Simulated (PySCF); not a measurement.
**CHF3O3S (triflic acid) at 6 levels**

Aim: a comparison of 6 runs (HF/STO-3G, HF/6-31+G*, HF/6-311G**, PBE/6-31G, B3LYP/6-31G*, PBE0/def2-SVP) of CHF3O3S (triflic acid). 

The calculation is run with PySCF 2.14.0.

### 1 The system as given

CHF3O3S has 9 atoms, charge 0, and is taken as a singlet. SMILES: `O=S(=O)(O)C(F)(F)F`. Geometry: relaxed at PBE0-D4/def2-TZVP. This is one conformer, not always the lowest.

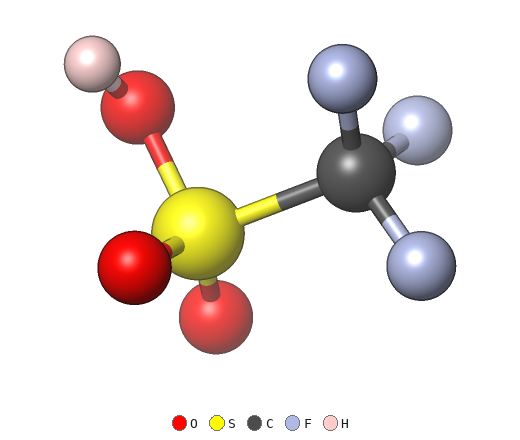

Viewed from a chosen angle; oxygen red, sulfur yellow, carbon dark grey, fluorine light blue, hydrogen pink.

### 2 Energy and gradient at HF/STO-3G (run 1)

Contents of input.xyz:

```xyz
9
CHF3O3S
O      1.462890    -0.581870     0.985740
S      0.298500    -0.778940     0.194370
O      0.144480    -1.837650    -0.729970
O     -0.972740    -0.777950     1.128120
C      0.003130     0.796730    -0.725230
F     -0.076560     1.801740     0.138180
F      1.014380     1.004120    -1.547510
F     -1.120920     0.723830    -1.412290
H     -0.753170    -0.350000     1.968590
```

Contents of job.py:

```python
from pyscf import gto

mol = gto.M(
    atom='input.xyz',
    verbose=3,
    charge=0,
    basis='sto-3g',
    max_memory=1860,
)

mf = mol.RHF()
mf.conv_tol = 1e-10
mf.kernel()
if not mf.converged:
    mf = mf.newton().run(mf.mo_coeff, mf.mo_occ)

e_tot = mf.e_tot
print(f'total energy: {e_tot:.8f} hartree')
grad = mf.nuc_grad_method().kernel()
mf.analyze()
```

On the command line:

```sh
OMP_NUM_THREADS=1 python job.py
```

The log of the run:

```text
converged SCF energy = -946.34708080285
total energy: -946.34708080 hartree
--------------- RHF gradients ---------------
         x                y                z
0 O    -0.1883005211    -0.0313035201    -0.1353374867
1 S     0.0453434573    -0.0876382662     0.0148975451
2 O     0.0282966967     0.1869068273     0.1574196446
3 O     0.1069111775     0.0062236263    -0.0489573064
4 C     0.0081659917    -0.0147077332    -0.0024540584
5 F     0.0033655881    -0.0448499559    -0.0390100438
6 F    -0.0501079565    -0.0094912558     0.0402298047
7 F     0.0557237575     0.0045481186     0.0343413721
8 H    -0.0093981912    -0.0096878409    -0.0211294712
----------------------------------------------
**** MO energy ****
MO #1   energy= -91.2862048368976  occ= 2
MO #2   energy= -26.0310243142135  occ= 2
MO #3   energy= -26.0304364231178  occ= 2
MO #4   energy= -26.0279008390067  occ= 2
MO #5   energy= -20.3116715260009  occ= 2
MO #6   energy= -20.1282305078611  occ= 2
MO #7   energy= -20.1258728254019  occ= 2
MO #8   energy= -11.3118023015339  occ= 2
MO #9   energy= -9.13234832565941  occ= 2
MO #10  energy= -6.76879949159624  occ= 2
MO #11  energy= -6.76573020311428  occ= 2
MO #12  energy= -6.76426093538996  occ= 2
MO #13  energy= -1.6745254119417   occ= 2
MO #14  energy= -1.568096549873    occ= 2
MO #15  energy= -1.56729390156215  occ= 2
MO #16  energy= -1.48784339689494  occ= 2
MO #17  energy= -1.3416721039626   occ= 2
MO #18  energy= -1.29605122054365  occ= 2
MO #19  energy= -0.968598791117724 occ= 2
MO #20  energy= -0.819879042404915 occ= 2
MO #21  energy= -0.768710341250788 occ= 2
MO #22  energy= -0.722141323833297 occ= 2
MO #23  energy= -0.719976108150812 occ= 2
MO #24  energy= -0.631318464411028 occ= 2
MO #25  energy= -0.597742648635816 occ= 2
MO #26  energy= -0.587633340491885 occ= 2
MO #27  energy= -0.565711347378037 occ= 2
MO #28  energy= -0.561709578820466 occ= 2
MO #29  energy= -0.532325153081775 occ= 2
MO #30  energy= -0.518407842010663 occ= 2
MO #31  energy= -0.517240560570029 occ= 2
MO #32  energy= -0.485371075909593 occ= 2
MO #33  energy= -0.465150451099592 occ= 2
MO #34  energy= -0.35153847776533  occ= 2
MO #35  energy= -0.345138269351003 occ= 2
MO #36  energy= -0.329193278734748 occ= 2
MO #37  energy= -0.302199308624048 occ= 2
MO #38  energy= 0.314753927315915  occ= 0
MO #39  energy= 0.367661931548975  occ= 0
MO #40  energy= 0.513207019694998  occ= 0
MO #41  energy= 0.524740045685074  occ= 0
MO #42  energy= 0.591679728116211  occ= 0
MO #43  energy= 0.613773792627934  occ= 0
MO #44  energy= 0.627601268828768  occ= 0
MO #45  energy= 0.737011759416003  occ= 0
 ** Mulliken atomic charges  **
charge of    0O =     -0.58319
charge of    1S =      1.42338
charge of    2O =     -0.56803
charge of    3O =     -0.35317
charge of    4C =      0.20257
charge of    5F =     -0.10319
charge of    6F =     -0.09242
charge of    7F =     -0.09209
charge of    8H =      0.16614
Dipole moment(X, Y, Z, Debye): -1.14377,  1.98579,  1.35206
```

It took 8.7 s on 1 thread of Intel Xeon at 2.50GHz (Skylake/Cascade Lake), shared host; peak memory 0.12 GiB.

### 3 Energy and forces at HF/6-31+G(d) (spherical functions) (run 2)

Contents of job.py:

```python
from pyscf import gto

mol = gto.M(
    atom='''
O      1.462890    -0.581870     0.985740
S      0.298500    -0.778940     0.194370
O      0.144480    -1.837650    -0.729970
O     -0.972740    -0.777950     1.128120
C      0.003130     0.796730    -0.725230
F     -0.076560     1.801740     0.138180
F      1.014380     1.004120    -1.547510
F     -1.120920     0.723830    -1.412290
H     -0.753170    -0.350000     1.968590
''',
    max_memory=1860,
    verbose=4,
    basis='6-31+g*',
)

hf = mol.RHF()
hf.conv_tol = 1e-10
hf.kernel()
if not hf.converged:
    hf = hf.newton().run(hf.mo_coeff, hf.mo_occ)

energy = hf.e_tot
print('Final energy', energy)
grad = hf.nuc_grad_method().kernel()
hf.analyze()
```

On the command line:

```sh
OMP_NUM_THREADS=1 python job.py
```

The log of the run:

```text
PySCF version 2.14.0

[... 82 lines left out ...]
Nuclear Repulsion Energy =             572.265530254589180
[... 15 lines left out ...]
MO #10  energy= -6.94339826836934  occ= 2
[... 13 lines left out ...]
MO #24  energy= -0.789386380387228 occ= 2
[... 13 lines left out ...]
MO #38  energy= 0.0575192797615536 occ= 0
[... 13 lines left out ...]
MO #52  energy= 0.282796530147248  occ= 0
[... 13 lines left out ...]
MO #66  energy= 0.42121228792341   occ= 0
[... 13 lines left out ...]
MO #80  energy= 0.788479457079403  occ= 0
[... 13 lines left out ...]
MO #94  energy= 1.46883313449822   occ= 0
[... 13 lines left out ...]
MO #108 energy= 1.87240154054198   occ= 0
[... 13 lines left out ...]
MO #122 energy= 2.11592798227106   occ= 0
[... 13 lines left out ...]
MO #136 energy= 2.54296162488699   occ= 0
[... 13 lines left out ...]
MO #150 energy= 3.59137769109032   occ= 0
[... 123 lines left out ...]
pop of  6 F 3pz           0.00321
pop of  6 F 4px           0.00243
pop of  6 F 4py           0.00342
pop of  6 F 4pz           0.00268
pop of  6 F 3dxy          0.00171
pop of  6 F 3dyz          0.00123
pop of  6 F 3dz^2         0.00206
pop of  6 F 3dxz          0.00459
pop of  6 F 3dx2-y2       0.00231
pop of  7 F 1s            1.99999
pop of  7 F 2s            1.82834
pop of  7 F 3s            0.00428
pop of  7 F 4s            0.00162
pop of  7 F 2px           1.64479
pop of  7 F 2py           1.94333
pop of  7 F 2pz           1.82675
pop of  7 F 3px           0.00241
pop of  7 F 3py           0.00585
pop of  7 F 3pz           0.00347
pop of  7 F 4px           0.00207
pop of  7 F 4py           0.00347
pop of  7 F 4pz           0.00281
pop of  7 F 3dxy          0.00193
pop of  7 F 3dyz          0.00078
pop of  7 F 3dz^2         0.00180
pop of  7 F 3dxz          0.00436
pop of  7 F 3dx2-y2       0.00302
pop of  8 H 1s            0.59650
pop of  8 H 2s            0.01923
 ** Mulliken atomic charges  **
charge of    0O =     -0.85778
charge of    1S =      2.12705
charge of    2O =     -0.83405
charge of    3O =     -0.68867
charge of    4C =      0.72873
charge of    5F =     -0.29614
charge of    6F =     -0.28230
charge of    7F =     -0.28110
charge of    8H =      0.38427
Dipole moment(X, Y, Z, Debye): -1.43922,  1.86857,  2.05251
```

Wall time 1.7 min (1 thread of Intel Xeon at 2.50GHz (Skylake/Cascade Lake), shared host); peak memory 0.6 GiB.

Runs 3 to 4 aren't shown in full; the table further down has their settings and results.

### 4 Energy and gradient at B3LYP/6-31G(d) (spherical functions) (run 5)

Contents of geometry.xyz:

```xyz
9
CHF3O3S
O      1.462890    -0.581870     0.985740
S      0.298500    -0.778940     0.194370
O      0.144480    -1.837650    -0.729970
O     -0.972740    -0.777950     1.128120
C      0.003130     0.796730    -0.725230
F     -0.076560     1.801740     0.138180
F      1.014380     1.004120    -1.547510
F     -1.120920     0.723830    -1.412290
H     -0.753170    -0.350000     1.968590
```

Contents of input.py:

```python
# O=S(=O)(O)C(F)(F)F
from pyscf import gto, dft

mol = gto.M(
    atom='geometry.xyz',
    verbose=3,
    max_memory=1860,
    basis='6-31g*',
)

mf = dft.RKS(mol)
mf.xc = 'b3lyp'
mf.conv_tol = 1e-10
mf.grids.level = 5
mf.kernel()
if not mf.converged:
    mf = mf.newton().run(mf.mo_coeff, mf.mo_occ)

e_final = mf.e_tot
print('Final energy', e_final)
grad = mf.nuc_grad_method().kernel()
dip = mf.dip_moment()
pop, q = mf.mulliken_pop()
```

On the command line:

```sh
OMP_NUM_THREADS=1 python input.py
```

The log of the run:

```text
converged SCF energy = -961.984023955093
Final energy -961.9840239550934
[... 8 lines left out ...]
Dipole moment(X, Y, Z, Debye): -1.32447,  1.94256,  1.78125
[... 89 lines left out ...]
pop of  6 F 1s            1.99736
pop of  6 F 2s            0.93964
pop of  6 F 3s            1.02529
pop of  6 F 2px           1.04671
pop of  6 F 2py           1.17879
pop of  6 F 2pz           1.08938
pop of  6 F 3px           0.60394
pop of  6 F 3py           0.70836
pop of  6 F 3pz           0.63868
pop of  6 F 3dxy          0.00285
pop of  6 F 3dyz          0.00262
pop of  6 F 3dz^2         0.00313
pop of  6 F 3dxz          0.00630
pop of  6 F 3dx2-y2       0.00365
pop of  7 F 1s            1.99737
pop of  7 F 2s            0.93943
pop of  7 F 3s            1.02529
pop of  7 F 2px           1.00893
pop of  7 F 2py           1.18734
pop of  7 F 2pz           1.11863
pop of  7 F 3px           0.57775
pop of  7 F 3py           0.71316
pop of  7 F 3pz           0.65938
pop of  7 F 3dxy          0.00356
pop of  7 F 3dyz          0.00175
pop of  7 F 3dz^2         0.00270
pop of  7 F 3dxz          0.00615
pop of  7 F 3dx2-y2       0.00429
pop of  8 H 1s            0.45587
pop of  8 H 2s            0.08170
 ** Mulliken atomic charges  **
charge of    0O =     -0.47818
charge of    1S =      1.15763
charge of    2O =     -0.44603
charge of    3O =     -0.61967
charge of    4C =      0.68057
charge of    5F =     -0.26433
charge of    6F =     -0.24669
charge of    7F =     -0.24573
charge of    8H =      0.46243
```

Run time: 2.1 min. Hardware: 1 thread of Intel Xeon at 2.50GHz (Skylake/Cascade Lake), shared host; peak memory 1.3 GiB.

### 5 Energy and forces at PBE0/def2-SVP (run 6)

input.xyz is that of step 2.

Contents of input.py:

```python
from pyscf import gto, dft

mol = gto.Mole()
mol.atom = 'input.xyz'
mol.max_memory = 1860
mol.basis = 'def2-svp'
mol.verbose = 3
mol.build()

myscf = dft.RKS(mol, xc='pbe0')
myscf.grids.level = 5
myscf.conv_tol = 1e-10
myscf.kernel()
if not myscf.converged:
    myscf = myscf.newton().run(myscf.mo_coeff, myscf.mo_occ)

e_tot = myscf.e_tot
print('E = %.10f Eh' % e_tot)
grad = myscf.nuc_grad_method().kernel()
dip = myscf.dip_moment()
pop, q = myscf.mulliken_pop()
```

On the command line:

```sh
OMP_NUM_THREADS=1 python input.py
```

The log of the run:

```text
converged SCF energy = -960.764954655431
[... 9 lines left out ...]
Dipole moment(X, Y, Z, Debye): -1.25440,  1.65343,  1.87287
[... 92 lines left out ...]
pop of  6 F 2px           1.05566
pop of  6 F 2py           1.18969
pop of  6 F 2pz           1.09819
pop of  6 F 3px           0.58096
pop of  6 F 3py           0.69199
pop of  6 F 3pz           0.61752
pop of  6 F 3dxy          0.00133
pop of  6 F 3dyz          0.00102
pop of  6 F 3dz^2         0.00141
pop of  6 F 3dxz          0.00362
pop of  6 F 3dx2-y2       0.00183
pop of  7 F 1s            1.98982
pop of  7 F 2s            1.14331
pop of  7 F 3s            0.76507
pop of  7 F 2px           1.01713
pop of  7 F 2py           1.19861
pop of  7 F 2pz           1.12771
pop of  7 F 3px           0.55315
pop of  7 F 3py           0.69741
pop of  7 F 3pz           0.64073
pop of  7 F 3dxy          0.00152
pop of  7 F 3dyz          0.00065
pop of  7 F 3dz^2         0.00120
pop of  7 F 3dxz          0.00345
pop of  7 F 3dx2-y2       0.00239
pop of  8 H 1s            0.65636
pop of  8 H 2s            0.04899
pop of  8 H 2px           0.01429
pop of  8 H 2py           0.02124
pop of  8 H 2pz           0.03378
 ** Mulliken atomic charges  **
charge of    0O =     -0.41684
charge of    1S =      0.83843
charge of    2O =     -0.39289
charge of    3O =     -0.31449
charge of    4C =      0.50769
charge of    5F =     -0.16136
charge of    6F =     -0.14371
charge of    7F =     -0.14217
charge of    8H =      0.22535
```

It took 2 min on 1 thread of Intel Xeon at 2.50GHz (Skylake/Cascade Lake), shared host; peak memory 1.3 GiB.

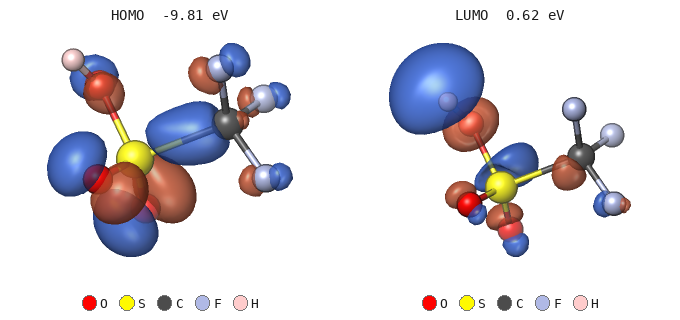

Frontier orbitals of this run, surfaces at ±0.2 Å^-3/2.

### 6 The series

```
run                               level  integration grid  energy (Eh)  dipole moment (D)  HOMO energy (eV)  LUMO energy (eV)  wall time
  1                           HF/STO-3G                 –  -946.347081               2.66             -8.22              8.56      8.7 s
  2    HF/6-31+G* (spherical functions)                 –  -958.779199               3.13            -14.25              1.57    1.7 min
  3                         HF/6-311G**                 –  -958.937081               3.24            -14.22              3.23       77 s
  4                           PBE/6-31G                 5  -960.855311               3.17             -8.34             -1.44       84 s
  5  B3LYP/6-31G* (spherical functions)                 5  -961.984024               2.95             -9.39              0.47    2.1 min
  6                       PBE0/def2-SVP                 5  -960.764955               2.80             -9.81              0.62      2 min
```

### 7 Summary of results

| quantity | value |
| --- | --- |
| run 6: total energy | -960.76495 Eh |
| run 6: dipole moment | 2.80 D |
| run 6: HOMO energy | -9.81 eV |
| run 6: LUMO energy | 0.62 eV |
| run 6: HOMO–LUMO gap | 10.43 eV |
| run 6: largest force on an atom | 1.736 eV/Å |

The dipole moment (its size) runs from 2.66 D (HF/STO-3G) to 3.24 D (HF/6-311G**). The HOMO–LUMO gap runs from 6.90 eV (PBE/6-31G) to 17.45 eV (HF/6-311G**). The two ends differ in method and basis. Totals of different functionals can't be ranked against each other. In run 1 the basis is minimal, so the values are rough. All runs together took 8.7 min, the longest 2.1 min.
